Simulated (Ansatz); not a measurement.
System: NiAs-type NiSb. Method: r²SCAN+rVV10 in Ansatz (plane waves, PAW).

Numerical settings: plane-wave cutoff 560 eV, 18×18×12 k mesh (along the axes of the cell as run), Fermi–Dirac smearing 0.05 eV, no spin polarisation, scalar-relativistic PAW data made under PBE.

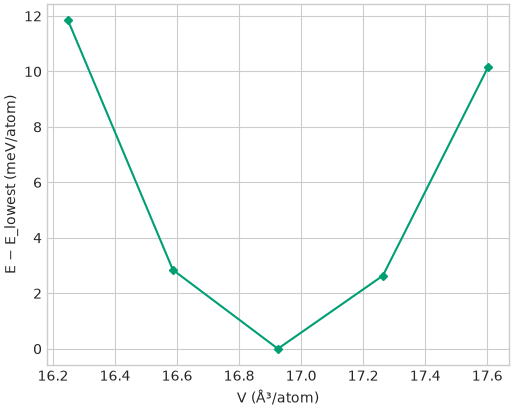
Total energy against volume

Task: From the curve, estimate the equilibrium volume and the bulk modulus.

Result: V0 ≈ 16.9 Å³/atom and B0 ≈ 130 GPa; the fit gives V0 = 16.925 Å³/atom, B0 = 130 GPa, B′ = 4.9.

Shape and atoms are relaxed at each volume.

Note: the bulk modulus comes from volumes at which shape and atoms were relaxed.

Spin–orbit coupling is not included.

The computed numbers hold no vibrational or temperature effects.

Ansatz is an electronic-structure program.
